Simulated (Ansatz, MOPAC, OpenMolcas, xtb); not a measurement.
# A ladder of methods for TiO2 (titanium dioxide)

TiO2 has 3 atoms, charge 0, and is taken as a singlet. As SMILES, `[O]=[Ti]=[O]`. Geometry: relaxed at PBE0-D4/def2-TZVP.

```xyz
3

O     0.9210    0.9288    0.4446
Ti    0.1350   -0.4920    0.3316
O    -1.0561   -0.4368   -0.7762
```

Each level gives the HOMO–LUMO gap (eV). The values are calculated.

| level | kind | program | value (eV) | CPU time |
| --- | --- | --- | --- | --- |
| PM6 | semi-empirical | MOPAC | 8.08 | under 2 s |
| GFN1-xTB | semi-empirical | xtb | 2.31 | under 2 s |
| HF/aug-cc-pVDZ | Hartree–Fock | Ansatz | 9.96 | 7.7 s |
| SVWN5/aug-cc-pVDZ | LDA | OpenMolcas | 2.38 | 31 s |
| revPBE/aug-cc-pVDZ | GGA | OpenMolcas | 2.29 | 35 s |
| TPSS/aug-cc-pVDZ | meta-GGA | OpenMolcas | 2.53 | 44 s |
| B3LYP/aug-cc-pVDZ | global hybrid | OpenMolcas | 3.89 | 34 s |
| B2PLYP/aug-cc-pVDZ | double hybrid | OpenMolcas | 6.47 | 27 s |

The values span 2.29 to 9.96 eV. Orbital gaps aren't excitation energies, and those of double hybrids come from the SCF part alone; they tend to grow with the share of exact exchange. CPU times are rough (shared hosts, several kinds of processor): they show what a rung costs within a factor of a few.

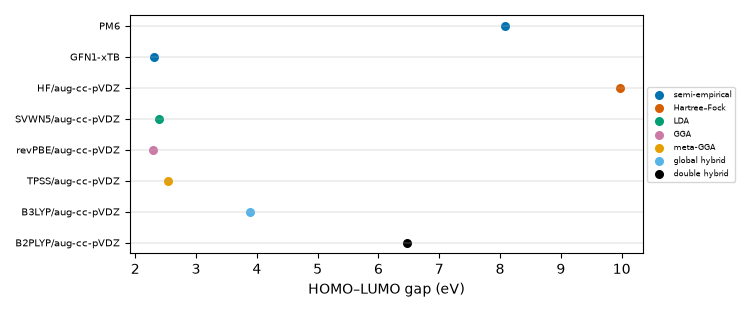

The values of the table, level by level.
